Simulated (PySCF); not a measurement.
**What a change does: NMR shielding calculation on C4H5F3O**

System: C4H5F3O, SMILES FC(F)[C@@]1(F)CCO1.
Method of the first run: GIAO PBE0/pcSseg-1 NMR shielding, non-relativistic, gas phase (PySCF 2.14.0).

The geometry comes from this level: GFN2-xTB, NEB image 0 of 0 to 8. Text and figures count atoms from 1; the logs count them from 0 in places.

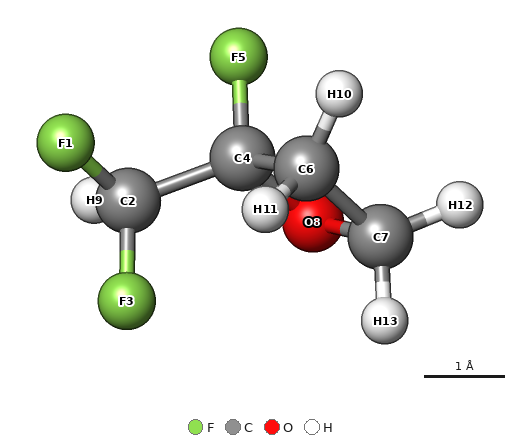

The structure as given in the input (ball-and-stick view, seen at a tilt; atoms are numbered from 1 in the order of the input).

The input, the first run:
```
{"job": {"kind": "nmr", "xc": "PBE0", "basis": "pcSseg-1", "pop": false}, "charge": 0, "multiplicity": 1}
F     -2.189700     0.940700     0.838100
C     -1.685200    -0.042900     0.063900
F     -1.588600    -1.137900     0.847300
C     -0.290100     0.341500    -0.453600
F     -0.457100     1.447400    -1.252600
C      0.850000     0.465100     0.556600
C      1.480400    -0.669900    -0.261000
O      0.339800    -0.692400    -1.143900
H     -2.384700    -0.250200    -0.758000
H      1.363800     1.420300     0.512500
H      0.576100     0.221400     1.578600
H      2.393500    -0.419100    -0.802100
H      1.587400    -1.623500     0.256600
```

The first line tells a small driver script what to run in PySCF; the rest is the geometry in Å.

Command:
```bash
OMP_NUM_THREADS=1 python <driver script> task.json out
```

Hardware: 1 CPU thread, shared host.

Output (the first run):
```
coarse grid: 11792 points
cycle   1  E = -529.3314341157  dE =  1.293e+00  |g| = 9.645e-01  |ddm| = 3.114e+00
cycle   2  E = -529.1304627301  dE =  2.010e-01  |g| = 1.489e+00  |ddm| = 1.372e+00
cycle   3  E = -529.4862102878  dE = -3.557e-01  |g| = 7.178e-02  |ddm| = 8.774e-01
cycle   4  E = -529.4868067503  dE = -5.965e-04  |g| = 4.856e-02  |ddm| = 7.673e-02
cycle   5  E = -529.4872274022  dE = -4.207e-04  |g| = 1.092e-02  |ddm| = 3.628e-02
cycle   6  E = -529.4872443456  dE = -1.694e-05  |g| = 4.006e-03  |ddm| = 9.645e-03
cycle   7  E = -529.4872475298  dE = -3.184e-06  |g| = 4.116e-04  |ddm| = 2.823e-03
final grid: 117712 points
cycle   8  E = -529.5674734463  dE = -4.408e-05  |g| = 1.204e-02  |ddm| = 2.348e-02
cycle   9  E = -529.5674414135  dE =  3.203e-05  |g| = 1.836e-02  |ddm| = 1.734e-02
cycle  10  E = -529.5674997296  dE = -5.832e-05  |g| = 1.051e-03  |ddm| = 1.048e-02
cycle  11  E = -529.5674999467  dE = -2.172e-07  |g| = 3.628e-04  |ddm| = 1.001e-03
cycle  12  E = -529.5674999676  dE = -2.082e-08  |g| = 1.304e-04  |ddm| = 3.007e-04
cycle  13  E = -529.5674999699  dE = -2.357e-09  |g| = 2.613e-05  |ddm| = 8.410e-05
cycle  14  E = -529.5674999700  dE = -1.104e-10  |g| = 6.955e-06  |ddm| = 2.153e-05
converged SCF energy = -529.5674999700

GIAO shielding tensors (ppm)
atom      isotropic    diamagn.    paramagn.     s11        s22        s33       span
  0 F      329.416     470.915    -141.499    223.289    356.911    408.049    184.759
  1 C       69.341     239.096    -169.755     53.469     74.068     80.485     27.016
  2 F      321.746     474.112    -152.366    221.214    352.068    391.957    170.743
  3 C       67.033     244.540    -177.507     45.026     69.111     86.963     41.937
  4 F      291.254     474.329    -183.075    207.396    325.860    340.505    133.108
  5 C      157.259     251.448     -94.189    136.675    153.043    182.057     45.382
  6 C      119.689     246.828    -127.139     88.110    103.245    167.712     79.602
  7 O      235.754     398.802    -163.048    156.379    233.922    316.960    160.581
  8 H       25.884      26.578      -0.694     23.747     24.912     28.994      5.246
  9 H       28.879      29.924      -1.045     26.047     26.851     33.740      7.693
 10 H       28.563      30.335      -1.771     25.918     27.711     32.061      6.144
 11 H       26.925      28.643      -1.718     24.027     24.518     32.232      8.205
 12 H       27.058      29.118      -2.060     24.516     25.008     31.650      7.134
```

For the second run the input was changed thus:
```diff
-F     -2.189700     0.940700     0.838100
-C     -1.685200    -0.042900     0.063900
-F     -1.588600    -1.137900     0.847300
-C     -0.290100     0.341500    -0.453600
-F     -0.457100     1.447400    -1.252600
-C      0.850000     0.465100     0.556600
-C      1.480400    -0.669900    -0.261000
-O      0.339800    -0.692400    -1.143900
-H     -2.384700    -0.250200    -0.758000
-H      1.363800     1.420300     0.512500
-H      0.576100     0.221400     1.578600
-H      2.393500    -0.419100    -0.802100
-H      1.587400    -1.623500     0.256600
+F     -2.654000     0.628000    -0.533900
+C     -1.681300    -0.003000     0.141100
+F     -1.860800     0.286000     1.452900
+C     -0.277100     0.444900    -0.312500
+F     -0.347300     1.743800    -0.737100
+C      0.888100     0.190300     0.649000
+C      1.458900    -0.631100    -0.513600
+O      0.275800    -0.380500    -1.296600
+H     -1.804000    -1.088900     0.005700
+H      1.437400     1.089500     0.910200
+H      0.623800    -0.367600     1.542100
+H      2.345200    -0.212900    -0.993000
+H      1.591000    -1.698200    -0.332000
```

How does the second run compare with the first run?

With the same method and basis, the second run lies 4.1 kcal/mol higher. The HOMO goes from −8.50 to −8.61 eV. The LUMO goes from 1.49 to 1.18 eV. The dipole moment goes from 2.03 to 3.72 D. Of all shieldings, the largest change is that of F5, by +9.6 ppm. The number of SCF iterations is the same.

Output (the second run):
```
coarse grid: 11792 points
cycle   1  E = -529.3216045127  dE =  1.300e+00  |g| = 9.754e-01  |ddm| = 3.108e+00
cycle   2  E = -529.1102832979  dE =  2.113e-01  |g| = 1.521e+00  |ddm| = 1.408e+00
cycle   3  E = -529.4807751526  dE = -3.705e-01  |g| = 6.831e-02  |ddm| = 8.969e-01
cycle   4  E = -529.4813788557  dE = -6.037e-04  |g| = 4.252e-02  |ddm| = 7.235e-02
cycle   5  E = -529.4817279056  dE = -3.490e-04  |g| = 1.019e-02  |ddm| = 3.390e-02
cycle   6  E = -529.4817424136  dE = -1.451e-05  |g| = 3.989e-03  |ddm| = 8.868e-03
cycle   7  E = -529.4817453518  dE = -2.938e-06  |g| = 4.177e-04  |ddm| = 2.754e-03
final grid: 117712 points
cycle   8  E = -529.5609362463  dE = -4.253e-05  |g| = 1.166e-02  |ddm| = 2.481e-02
cycle   9  E = -529.5609066393  dE =  2.961e-05  |g| = 1.771e-02  |ddm| = 1.687e-02
cycle  10  E = -529.5609611287  dE = -5.449e-05  |g| = 1.041e-03  |ddm| = 9.994e-03
cycle  11  E = -529.5609613460  dE = -2.173e-07  |g| = 3.222e-04  |ddm| = 9.974e-04
cycle  12  E = -529.5609613623  dE = -1.630e-08  |g| = 1.325e-04  |ddm| = 2.860e-04
cycle  13  E = -529.5609613647  dE = -2.439e-09  |g| = 2.526e-05  |ddm| = 8.742e-05
cycle  14  E = -529.5609613648  dE = -1.055e-10  |g| = 7.408e-06  |ddm| = 2.161e-05
converged SCF energy = -529.5609613648

GIAO shielding tensors (ppm)
atom      isotropic    diamagn.    paramagn.     s11        s22        s33       span
  0 F      327.549     467.406    -139.857    237.889    336.887    407.872    169.983
  1 C       65.576     240.174    -174.599     54.059     68.669     74.000     19.941
  2 F      319.865     471.620    -151.755    215.939    344.630    399.028    183.089
  3 C       67.176     243.483    -176.307     47.637     70.185     83.707     36.070
  4 F      300.849     473.582    -172.732    220.213    322.503    359.832    139.619
  5 C      154.176     251.718     -97.542    133.490    147.547    181.492     48.002
  6 C      120.181     247.035    -126.854     89.664    102.088    168.790     79.126
  7 O      232.529     398.160    -165.631    147.080    231.185    319.322    172.242
  8 H       25.533      28.097      -2.564     23.955     24.583     28.061      4.106
  9 H       28.806      29.953      -1.147     26.146     26.931     33.340      7.194
 10 H       28.675      30.510      -1.835     26.272     27.744     32.010      5.738
 11 H       26.896      28.572      -1.675     24.146     24.579     31.963      7.816
 12 H       27.183      29.052      -1.869     24.840     24.951     31.756      6.915
```

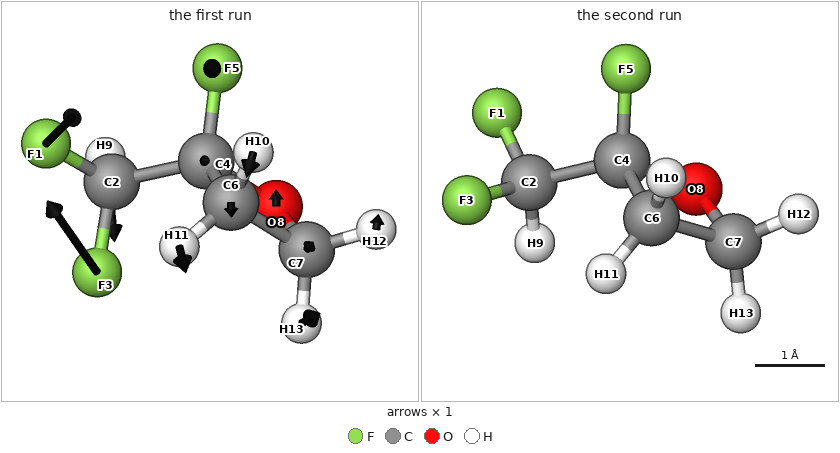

The two input geometries at one scale (ball-and-stick view, seen at a tilt). The black arrows on the first give the shifts of the atoms after the best rigid fit, at true length. The largest move after the best rigid fit is that of F3, 1.63 Å. Largest moves by element: F 1.63 Å, H 1.34 Å, O 0.26 Å, C 0.23 Å. Among the contacts that change: F1–C2 1.350 → 1.342 Å, C4–F5 1.375 → 1.368 Å, C2–F3 1.350 → 1.355 Å, C2–C4 1.537 → 1.542 Å.

The two runs side by side:

```tsv
quantity	the first run	the second run
outcome	converged	converged
total energy (hartree)	−529.567500	−529.560961
HOMO (eV)	−8.50	−8.61
LUMO (eV)	1.49	1.18
dipole moment (D)	2.03	3.72
shielding of F1 (ppm)	329.4	327.5
shielding of C2 (ppm)	69.3	65.6
shielding of F3 (ppm)	321.7	319.9
shielding of F5 (ppm)	291.3	300.8
shielding of C6 (ppm)	157.3	154.2
shielding of C7 (ppm)	119.7	120.2
shielding of O8 (ppm)	235.8	232.5
SCF iterations	14	14
basis functions	161	161
wall time (shared host)	38 s	45 s
```
